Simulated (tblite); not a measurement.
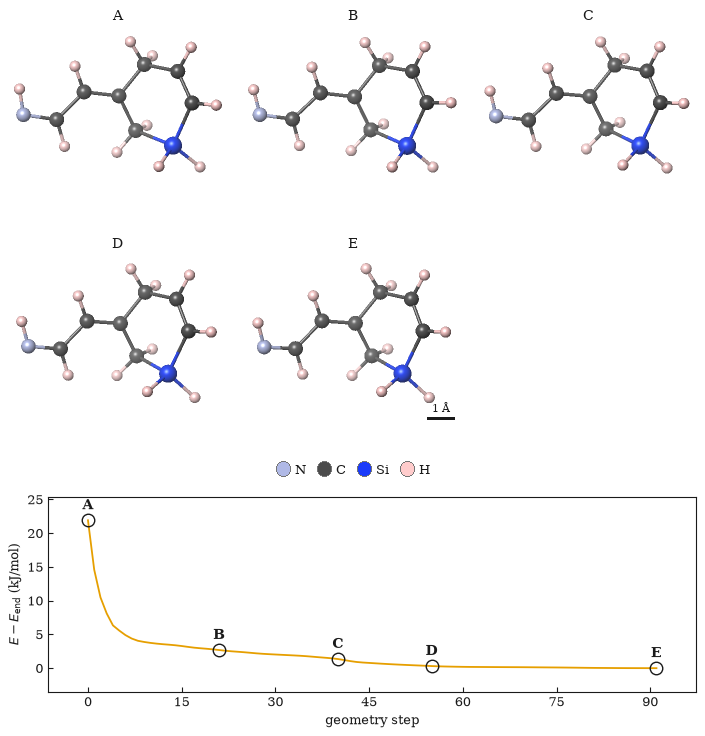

Frames of a relaxation of C7H11NSi, marked on the history of the run. The picture is a ball-and-stick view, seen face on.

The calculation used GFN2-xTB geometry optimisation, gas phase in tblite 0.8.0. 

**Describe the path.**

Over 91 geometry steps the energy falls by 21.9 kJ/mol. The largest move after the best rigid fit is that of an H atom, 0.47 Å. By element the largest moves are H 0.47 Å, N 0.36 Å, Si 0.21 Å, C 0.21 Å. Among the contacts that change: C–C 1.533 → 1.479 Å, C–N 1.300 → 1.266 Å, C–Si 1.853 → 1.877 Å, H–Si 1.488 → 1.467 Å. Bond angles that change, for instance: C–C–Si 110.7° → 105.3°, C–N–H 110.1° → 114.0°, Si–C–H 115.7° → 119.3°. From step 0 to 21: an H atom moves most (0.11 Å), energy −19.2 kJ/mol. From step 21 to 40: an H atom moves most (0.18 Å), energy −1.33 kJ/mol. From step 40 to 55: an H atom moves most (0.22 Å), energy −1.04 kJ/mol. From step 55 to 91: an H atom moves most (0.15 Å), energy −0.31 kJ/mol.
